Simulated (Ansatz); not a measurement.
# Run report: C$_{2}$H$_{7}$FOSi, molecular dynamics (part 3 of 3)

Continued. System: C$_{2}$H$_{7}$FOSi. Method: RHF/6-31G* (Ansatz 0.2.0). It belongs to a series of runs on one base structure; here: dynamics from the last frame of an earlier run.

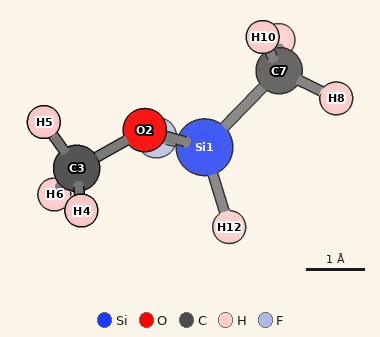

Figure 1. The geometry at step 114 of the log (ball-and-stick view, seen at a tilt; atoms are numbered from 1 in the order of the input).

## Trajectory as extended XYZ, continued
```
12
Properties=species:S:1:pos:R:3:forces:R:3 step=77 time_fs=38.5 energy=-14779.13035 temperature=556.9
Si   -0.0574   -0.0270    0.0445    0.8714  -2.0992  -2.1864
O    -0.0946   -0.2510    1.6057   -1.1262   0.5924   2.5332
C    -1.1440   -0.0497    2.5651   -0.8771  -3.2905  -1.0346
H    -1.5471   -1.1123    2.8732    0.9278   2.4016  -0.5678
H    -0.6954    0.4052    3.4123   -0.1045   0.5729   0.5311
H    -2.0083    0.4904    2.1360    0.8823  -0.0247   0.4854
C     1.7430   -0.1010   -0.4982   -0.7102  -1.6675   0.5390
H     1.9810   -1.1597   -0.7924   -0.3760   1.3237  -0.2906
H     1.9436    0.6205   -1.2415    0.4399   0.3686  -1.1999
H     2.4082    0.0742    0.3078    0.5089   0.4783   0.9200
F    -0.7863    1.2942   -0.4223   -0.2552   0.4247   0.0390
H    -0.7001   -1.2253   -0.6297   -0.1810   0.9197   0.2316
12
Properties=species:S:1:pos:R:3:forces:R:3 step=81 time_fs=40.5 energy=-14779.11956 temperature=507.4
Si   -0.0668   -0.0458    0.0542    0.9908  -1.2148  -3.0892
O    -0.1005   -0.2353    1.6051   -0.7522   0.6566   2.9909
C    -1.1265   -0.0428    2.5512   -2.7305  -3.2737  -1.1353
H    -1.5260   -1.1155    2.8656    0.9192   2.6065  -0.5950
H    -0.7821    0.4503    3.3967    0.9516   0.7571   1.3478
H    -2.0195    0.5265    2.1742    1.2236  -0.6200   0.0533
C     1.7436   -0.1196   -0.4811   -0.5112   0.7723   0.0821
H     1.9622   -1.1098   -0.8192    0.0206  -0.5095  -0.5912
H     2.0055    0.6168   -1.2295   -0.1325  -0.1539  -0.4561
H     2.4386    0.0535    0.3060    0.2678   0.2339   0.9623
F    -0.7926    1.2879   -0.4314   -0.0365  -0.0996   0.1939
H    -0.6993   -1.2436   -0.6169   -0.2106   0.8453   0.2365
12
Properties=species:S:1:pos:R:3:forces:R:3 step=85 time_fs=42.5 energy=-14779.22973 temperature=593.9
Si   -0.0757   -0.0669    0.0595    1.1867   0.0919  -3.1651
O    -0.1076   -0.2186    1.6109    0.0132   0.5539   2.4301
C    -1.1186   -0.0498    2.5337   -1.9541   0.2589   1.0285
H    -1.4863   -1.0371    2.8298    0.0914   0.4616   0.1035
H    -0.8228    0.5203    3.4123    0.7721  -0.5185  -0.1103
H    -1.9894    0.5558    2.2073    0.6443  -0.6699  -0.6158
C     1.7451   -0.1364   -0.4628    0.2877   2.7869   0.3711
H     1.9464   -1.0712   -0.8642    0.3752  -1.9099  -0.7370
H     2.0575    0.6048   -1.2282   -0.6393  -0.4655   0.3192
H     2.4682    0.0442    0.3426   -0.5633  -0.2302   0.0595
F    -0.8012    1.2822   -0.4434    0.2230  -0.6430   0.3648
H    -0.7078   -1.2321   -0.5853   -0.4369   0.2840  -0.0485
12
Properties=species:S:1:pos:R:3:forces:R:3 step=89 time_fs=44.5 energy=-14778.98055 temperature=371.1
Si   -0.0832   -0.0882    0.0597    1.3649   1.3657  -2.6670
O    -0.1176   -0.2002    1.6193    0.9156   0.2727   1.3016
C    -1.1217   -0.0586    2.5180    0.1048   5.3058   1.8158
H    -1.4474   -0.9505    2.8038   -1.5237  -3.8274   1.4803
H    -0.8293    0.5710    3.4175    0.4456  -1.4048  -0.9957
H    -1.9487    0.5621    2.2093   -0.3705  -0.2814  -1.0351
C     1.7457   -0.1428   -0.4454    0.6562   0.9164  -0.5676
H     1.9417   -1.0946   -0.9241    0.0785  -0.3931   0.3461
H     2.0762    0.5697   -1.2268   -0.7022  -0.0967   0.4891
H     2.4672    0.0215    0.3744   -0.6784  -0.3784  -0.2506
F    -0.8099    1.2761   -0.4537    0.4337  -1.0581   0.4786
H    -0.7276   -1.2111   -0.5587   -0.7245  -0.4207  -0.3957
12
Properties=species:S:1:pos:R:3:forces:R:3 step=93 time_fs=46.5 energy=-14779.05261 temperature=419.0
Si   -0.0868   -0.1088    0.0559    1.2097   2.0048  -2.1265
O    -0.1216   -0.1817    1.6266    1.4805  -0.0316   0.3864
C    -1.1264   -0.0532    2.5078   -0.0545   3.2725   2.7684
H    -1.4543   -0.9715    2.8285   -0.9265  -2.1057   0.8386
H    -0.8179    0.5740    3.3930    0.2638  -1.2241  -0.7377
H    -1.9265    0.5546    2.1809   -1.1449   0.1361  -1.1063
C     1.7463   -0.1420   -0.4330    0.2854  -1.5629  -1.4179
H     1.9332   -1.1392   -0.9714   -0.1728   1.1803   1.3599
H     2.0660    0.5334   -1.2168   -0.4178   0.5978   0.0635
H     2.4577   -0.0093    0.3849   -0.4053  -0.3090  -0.0607
F    -0.8170    1.2658   -0.4625    0.5848  -1.3057   0.5193
H    -0.7724   -1.2068   -0.5387   -0.7024  -0.6525  -0.4869
12
Properties=species:S:1:pos:R:3:forces:R:3 step=97 time_fs=48.5 energy=-14779.17775 temperature=477.9
Si   -0.0873   -0.1255    0.0489    0.4990   1.7481  -1.6788
O    -0.1214   -0.1620    1.6360    1.8172  -0.3738  -0.5394
C    -1.1296   -0.0386    2.5051   -2.2980  -1.0433   2.4004
H    -1.4987   -1.0666    2.8783    0.4711   1.8941  -0.7148
H    -0.7866    0.5347    3.3440    0.2080  -0.1162   0.6506
H    -1.9407    0.5578    2.1166   -0.5093  -0.3179  -0.2945
C     1.7467   -0.1442   -0.4271   -0.2663  -2.3081  -1.3449
H     1.9285   -1.1434   -0.9651   -0.1690   1.1929   1.2574
H     2.0452    0.5244   -1.2041   -0.1239   0.9652  -0.2363
H     2.4448   -0.0531    0.3941   -0.1777  -0.0639   0.1545
F    -0.8237    1.2540   -0.4719    0.7132  -1.4558   0.5229
H    -0.8414   -1.2303   -0.5288   -0.1643  -0.1215  -0.1772
12
Properties=species:S:1:pos:R:3:forces:R:3 step=101 time_fs=50.5 energy=-14779.08389 temperature=441.2
Si   -0.0837   -0.1386    0.0391   -0.3769   1.1857  -1.2900
O    -0.1155   -0.1451    1.6407    1.6059  -0.6623  -0.8379
C    -1.1384   -0.0276    2.5084   -3.3121  -2.0854   0.5610
H    -1.5317   -1.0970    2.9101    0.8743   2.7472  -1.2173
H    -0.7504    0.4953    3.3248   -0.0148   0.8057   1.4940
H    -1.9737    0.5498    2.0301    0.5779  -0.7839   0.9507
C     1.7491   -0.1526   -0.4254   -0.8335  -0.5979  -0.9583
H     1.9212   -1.1075   -0.9048    0.1685  -0.3816  -0.0015
H     2.0190    0.5600   -1.1963   -0.0475   0.3732   0.2509
H     2.4213   -0.1011    0.4095    0.0440   0.3011   0.3763
F    -0.8268    1.2406   -0.4825    0.7895  -1.5111   0.4845
H    -0.9102   -1.2698   -0.5258    0.5247   0.6092   0.1877
12
Properties=species:S:1:pos:R:3:forces:R:3 step=105 time_fs=52.5 energy=-14779.08649 temperature=493.3
Si   -0.0825   -0.1493    0.0296   -0.7375   0.8675  -0.7308
O    -0.1078   -0.1288    1.6441    1.1157  -0.9075  -0.8941
C    -1.1575   -0.0224    2.5121   -1.7357  -0.6499   0.5937
H    -1.5347   -1.0338    2.9148    0.6273   1.6000  -1.0307
H    -0.7052    0.4913    3.3542   -1.1157   0.4267   0.1630
H    -1.9936    0.5121    1.9632    0.8298  -0.4998   1.6414
C     1.7496   -0.1653   -0.4276   -1.2766   1.5741   0.0498
H     1.9206   -1.0961   -0.8380    0.5909  -2.0227  -1.3409
H     1.9753    0.6113   -1.1778    0.1413  -0.4473   0.6046
H     2.3916   -0.1329    0.4376   -0.0117   0.5992   0.2154
F    -0.8267    1.2234   -0.4940    0.7648  -1.3841   0.3992
H    -0.9489   -1.2873   -0.5276    0.8074   0.8438   0.3292
12
Properties=species:S:1:pos:R:3:forces:R:3 step=109 time_fs=54.5 energy=-14779.10269 temperature=510.6
Si   -0.0844   -0.1579    0.0193   -0.5778   0.7373   0.0892
O    -0.1010   -0.1126    1.6487    0.6067  -1.0387  -1.0521
C    -1.1803   -0.0200    2.5140    1.5254   2.1750   0.7714
H    -1.5182   -0.9318    2.8946   -0.3207  -1.7527   0.1897
H    -0.6865    0.5121    3.3836   -1.9273  -0.0444  -0.9622
H    -1.9905    0.4506    1.9640   -0.1598   0.5663   1.0138
C     1.7481   -0.1732   -0.4312   -1.3196  -0.2289   0.3390
H     1.9483   -1.1560   -0.8120    0.3175  -0.1741  -1.0324
H     1.9227    0.6509   -1.1263    0.5944  -0.5319   0.1432
H     2.3481   -0.1572    0.4706   -0.0318   0.7784   0.0216
F    -0.8254    1.2017   -0.5056    0.6444  -1.0350   0.2468
H    -0.9575   -1.2730   -0.5198    0.6486   0.5487   0.2320
12
Properties=species:S:1:pos:R:3:forces:R:3 step=114 time_fs=57.0 energy=-14779.01233 temperature=417.8
Si   -0.0901   -0.1671    0.0073   -0.0459   0.8290   1.0504
O    -0.0938   -0.1001    1.6560   -0.0398  -0.8736  -1.2146
C    -1.1985   -0.0130    2.5135    2.7949   1.7672   0.7746
H    -1.5258   -0.9064    2.8949   -0.3719  -2.7117   0.5688
H    -0.7553    0.5288    3.3688   -1.3819   0.2595  -0.4634
H    -2.0143    0.4059    2.0171   -1.2356   1.4222  -0.2806
C     1.7370   -0.1818   -0.4356   -0.6099  -3.3458   0.9147
H     2.0243   -1.2392   -0.8401   -0.4524   2.5020  -0.0256
H     1.8901    0.6653   -1.0531    0.9922   0.3068  -0.8113
H     2.2821   -0.1575    0.5174   -0.1503   0.6335  -0.5073
F    -0.8207    1.1783   -0.5190    0.4559  -0.5786   0.0765
H    -0.9397   -1.2453   -0.4983    0.0445  -0.2106  -0.0822
12
Properties=species:S:1:pos:R:3:forces:R:3 step=118 time_fs=59.0 energy=-14779.28021 temperature=600.4
Si   -0.0944   -0.1728    0.0015    0.4720   1.1765   1.4566
O    -0.0865   -0.0909    1.6592   -0.6687  -0.4604  -0.8443
C    -1.2018   -0.0030    2.5181    0.0875  -1.5396  -0.1167
H    -1.5423   -0.9818    2.9079    0.6413   0.3344  -0.4676
H    -0.8666    0.5553    3.3447   -0.0677   0.8482   0.9335
H    -2.0731    0.4218    2.0652   -0.1856   0.6470  -0.3532
C     1.7258   -0.1994   -0.4391   -0.1207  -2.3854   1.0323
H     2.0708   -1.2050   -0.8732   -0.5674   2.0190   0.1332
H     1.9135    0.6720   -1.0238    0.7769   0.1866  -0.6277
H     2.2302   -0.1496    0.5453   -0.1324   0.3619  -0.7878
F    -0.8152    1.1624   -0.5298    0.3016  -0.2302  -0.0145
H    -0.9237   -1.2187   -0.4868   -0.5369  -0.9581  -0.3439
12
Properties=species:S:1:pos:R:3:forces:R:3 step=122 time_fs=61.0 energy=-14779.25034 temperature=604.5
Si   -0.0970   -0.1773   -0.0027    0.5261   0.7612   1.2835
O    -0.0796   -0.0837    1.6580   -1.1737  -0.0817  -0.3252
C    -1.2016    0.0022    2.5177   -1.7282  -2.1311   0.0372
H    -1.5356   -1.0435    2.9263    1.0084   2.0371  -0.9849
H    -0.9782    0.6130    3.3511    0.6803   0.3996   0.7648
H    -2.1323    0.4558    2.1056    1.0696  -0.4196  -0.4170
C     1.7164   -0.2255   -0.4419   -0.3599   1.6955   0.6709
H     2.1105   -1.0806   -0.9213    0.1533  -0.8682  -0.5940
H     1.9605    0.6815   -1.0267    0.0423  -0.6503   0.3257
H     2.1834   -0.1378    0.5434    0.2350   0.0595  -0.3964
F    -0.8063    1.1441   -0.5427    0.1067   0.1892  -0.1121
H    -0.9289   -1.2188   -0.4954   -0.5598  -0.9913  -0.2524
12
Properties=species:S:1:pos:R:3:forces:R:3 step=126 time_fs=63.0 energy=-14779.04176 temperature=428.4
Si   -0.1001   -0.1814   -0.0060    0.0650  -0.2770   0.8964
O    -0.0746   -0.0781    1.6561   -1.3763   0.1475  -0.0936
C    -1.2038    0.0000    2.5149   -1.7822  -0.6747   1.2305
H    -1.5038   -1.0430    2.9243    0.7921   1.9750  -0.9152
H    -1.0590    0.6718    3.3813    0.9798  -0.7599  -0.5312
H    -2.1493    0.4757    2.1284    1.2865  -0.8921  -0.7156
C     1.7051   -0.2443   -0.4467   -0.3543   3.2428   0.4303
H     2.1607   -0.9873   -0.9964    0.4873  -2.2314  -0.7746
H     1.9974    0.6675   -1.0238   -0.5239  -0.4706   0.6496
H     2.1499   -0.1245    0.5338    0.5498  -0.2582  -0.0743
F    -0.7994    1.1253   -0.5597   -0.0786   0.5652  -0.2058
H    -0.9625   -1.2458   -0.5054   -0.0454  -0.3665   0.1035
12
Properties=species:S:1:pos:R:3:forces:R:3 step=130 time_fs=65.0 energy=-14779.03102 temperature=416.2
Si   -0.1023   -0.1866   -0.0090   -0.5562  -1.2949   0.8396
O    -0.0713   -0.0720    1.6541   -1.4120   0.2094  -0.1158
C    -1.2136   -0.0065    2.5150    0.1425   2.1766   0.7992
H    -1.4486   -0.9675    2.8902   -0.1074  -0.8451   0.2716
H    -1.1030    0.7092    3.3825    1.1080  -1.2122  -0.9226
H    -2.1146    0.4575    2.1227    0.1430  -0.5432  -1.2013
C     1.6919   -0.2542   -0.4448    1.2793   1.0432  -0.8017
H     2.2071   -0.9817   -1.0855   -0.8059  -0.6043   0.9224
H     2.0067    0.6371   -0.9968   -0.5966   0.3804   0.3023
H     2.1520   -0.1277    0.5332    0.4609  -0.5329  -0.2147
F    -0.7936    1.1090   -0.5767   -0.2363   0.7742  -0.3118
H    -0.9989   -1.2983   -0.5080    0.5809   0.4489   0.4327
12
Properties=species:S:1:pos:R:3:forces:R:3 step=134 time_fs=67.0 energy=-14778.84194 temperature=366.3
Si   -0.1051   -0.1948   -0.0093   -0.6987  -1.6395   1.0649
O    -0.0708   -0.0654    1.6528   -1.2517   0.1678  -0.2127
C    -1.2214   -0.0051    2.5192    2.0129   3.9789  -1.1322
H    -1.4086   -0.9151    2.8669   -0.9008  -3.9007   1.5037
H    -1.1010    0.6976    3.3470    1.0291  -0.4417  -0.0833
H    -2.0705    0.4258    2.0738   -1.0921  -0.0117  -1.3407
C     1.6812   -0.2640   -0.4433    2.2014  -0.6215  -1.0191
H     2.2133   -1.0064   -1.1482   -1.4990   0.4514   1.8542
H     1.9840    0.6204   -0.9583   -0.3255   1.1631  -0.2757
H     2.1867   -0.1522    0.5271    0.1007  -0.6942  -0.5107
F    -0.7881    1.0942   -0.5966   -0.3131   0.7981  -0.3532
H    -1.0040   -1.3358   -0.5000    0.7368   0.7500   0.5048
12
Properties=species:S:1:pos:R:3:forces:R:3 step=138 time_fs=69.0 energy=-14779.23140 temperature=606.0
Si   -0.1096   -0.2045   -0.0086   -0.2795  -1.2864   1.4410
O    -0.0734   -0.0568    1.6523   -0.9629   0.0987  -0.2631
C    -1.2224    0.0076    2.5207    0.9115  -1.3142  -1.9230
H    -1.4015   -0.9902    2.9013   -0.2601   0.0913  -0.0017
H    -1.0662    0.6619    3.3160    0.7684   0.9988   1.1948
H    -2.0595    0.3846    1.9785   -0.7356  -0.0511  -0.2836
C     1.6756   -0.2797   -0.4436    1.9872  -0.0451  -1.2466
H     2.1608   -1.0226   -1.1586   -1.2052   0.5006   1.5071
H     1.9481    0.6468   -0.9325   -0.2818   0.4943  -0.1540
H     2.2265   -0.2000    0.4970   -0.0099  -0.6374  -0.2360
F    -0.7863    1.0802   -0.6159   -0.3269   0.7325  -0.3473
H    -0.9799   -1.3387   -0.4731    0.3949   0.4181   0.3125
12
Properties=species:S:1:pos:R:3:forces:R:3 step=142 time_fs=71.0 energy=-14779.17589 temperature=620.8
Si   -0.1135   -0.2152   -0.0044    0.5216  -0.2787   1.7556
O    -0.0760   -0.0479    1.6513   -0.7590  -0.0125  -0.1429
C    -1.2184    0.0168    2.5194   -0.2625  -3.1804  -1.7933
H    -1.4100   -1.0761    2.9454    0.2006   2.7051  -0.9943
H    -1.0036    0.6642    3.3307   -0.0166   0.6261   0.4109
H    -2.0749    0.3441    1.8783    0.4823  -0.2333   1.4261
C     1.6762   -0.2985   -0.4468    0.6013   2.5783  -0.0279
H     2.0544   -1.0227   -1.1162    0.0838  -0.9657  -0.5537
H     1.9101    0.6968   -0.9108   -0.2154  -0.9102   0.2221
H     2.2695   -0.2750    0.4628   -0.0923  -0.4139   0.0259
F    -0.7852    1.0693   -0.6368   -0.2495   0.4251  -0.2394
H    -0.9377   -1.3337   -0.4179   -0.2942  -0.3400  -0.0892
12
Properties=species:S:1:pos:R:3:forces:R:3 step=146 time_fs=73.0 energy=-14778.96397 temperature=482.4
Si   -0.1157   -0.2260    0.0017    1.2191   0.8848   1.9006
O    -0.0818   -0.0422    1.6492   -0.4064  -0.1470  -0.1461
C    -1.2129    0.0123    2.5126   -0.2343  -1.9777  -0.6963
H    -1.4142   -1.0758    2.9515    0.3434   2.7013  -0.9994
H    -0.9443    0.6929    3.3585   -0.9356  -0.5541  -1.1616
H    -2.0757    0.2993    1.8204    0.7943  -0.0242   2.1928
C     1.6816   -0.3066   -0.4502   -0.6136   3.2648   1.2641
H     1.9494   -1.0546   -1.0912    0.7163  -1.7767  -2.0159
H     1.8624    0.7118   -0.8756    0.2619  -1.0954  -0.0655
H     2.3141   -0.3629    0.4253   -0.1474  -0.1248   0.2293
F    -0.7859    1.0626   -0.6582   -0.0748  -0.0749  -0.0431
H    -0.8997   -1.3381   -0.3621   -0.9228  -1.0760  -0.4590
12
Properties=species:S:1:pos:R:3:forces:R:3 step=150 time_fs=75.0 energy=-14779.14160 temperature=582.8
Si   -0.1162   -0.2360    0.0099    1.0861   1.1231   1.7883
O    -0.0902   -0.0389    1.6519    0.1738  -0.3567  -0.5633
C    -1.2091    0.0019    2.5044    0.4912   1.0166  -0.4697
H    -1.4123   -0.9677    2.9249    0.0930  -0.2933   0.1830
H    -0.9183    0.7134    3.3479   -1.3228  -0.8584  -1.5198
H    -2.0534    0.2489    1.8239    0.0600   0.5390   1.6962
C     1.6850   -0.3020   -0.4492   -0.6028  -0.8897   0.1572
H     1.8770   -1.1361   -1.1326    0.1209   0.7740  -0.3340
H     1.8166    0.6862   -0.8465    0.9111   0.1220  -0.6971
H     2.3454   -0.4626    0.3987   -0.2852   0.2671   0.0789
F    -0.7865    1.0575   -0.6758    0.1156  -0.5622   0.1626
H    -0.8915   -1.3728   -0.3234   -0.8411  -0.8814  -0.4822
```

The run was set up as follows.

## Input
```yaml
crystal:
  periodic: [false, false, false]
  atoms:
    - { symbol: Si, position_ang: [0.017227, -0.038685, 0.008755] }
    - { symbol: O, position_ang: [0.027017, -0.355904, 1.619574] }
    - { symbol: C, position_ang: [-1.117441, -0.254879, 2.377684] }
    - { symbol: H, position_ang: [-1.781533, -1.183188, 2.301815] }
    - { symbol: H, position_ang: [-0.87367, -0.079213, 3.378364] }
    - { symbol: H, position_ang: [-1.838604, 0.499236, 2.060977] }
    - { symbol: C, position_ang: [1.756885, 0.061219, -0.657043] }
    - { symbol: H, position_ang: [2.255072, -0.87002, -0.632554] }
    - { symbol: H, position_ang: [1.81072, 0.498222, -1.636509] }
    - { symbol: H, position_ang: [2.388304, 0.693262, -0.055959] }
    - { symbol: F, position_ang: [-0.683491, 1.382659, -0.170597] }
    - { symbol: H, position_ang: [-0.839053, -1.088772, -0.686761] }
basis:
  gaussian: { orbitals: "6-31G*" }
hamiltonian:
  xc: hf
md:
  timestep: 0.5
  n_steps: 150
  ensemble: nvt_langevin
  temperature: 700.0
  initial_velocities: maxwell_boltzmann
  seed: 830494
  friction: 0.01
```

Run as:
```bash
ansatz run input.yaml --threads 1 --pin off --max-ram 2048MiB --backend cpu --events-out ev --progress --plain --runs-dir out
```

## Key numbers

- outcome: finished
- mean temperature over the second half: 500 K
- trajectory: 150 steps, 75 fs
- ensemble: nvt_langevin
- temperature in the input: 700.0 K
- time step: 0.5 fs
- potential energy (last step): −14779.1416 eV
- mean-field energy (last step): −14779.1416 eV
- largest force (length of the vector) (last step): 2.375 eV/Å
- hardware: 1 thread of Arm Neoverse V1, 24 GiB of memory available, shared host
- wall time: 5.2 min
- peak memory: 0.17 GiB

## Remarks

So short a trajectory is not equilibrated. The logged temperature at the start can lie below the typed one, since it is counted over all degrees of freedom.
